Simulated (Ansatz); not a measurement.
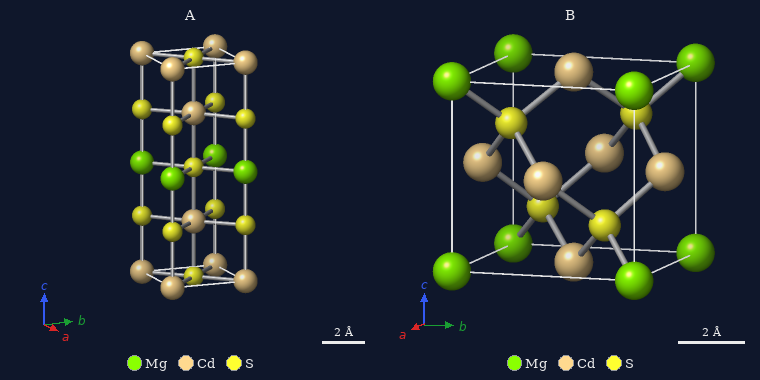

Two structures of MgCd3S4, each relaxed to rest (conventional cells in solid outline, small ones repeated, not to one scale). Method: Ansatz, DFT PBE, scalar-relativistic, plane waves, PAW, without spin polarisation.

Name structures A and B.

Answer. A: 8 atoms a cell on a primitive tetragonal lattice, P4/mmm. B: 8 atoms a cell on a primitive cubic lattice, P-43m.

Which of the two does the method prefer?

Answer. B is lower, by 112 meV/atom at this level of theory (energies at zero smearing). Volumes: A 20.1, B 25.2 Å³/atom.

One or both may be structure types tried for this composition rather than known phases.
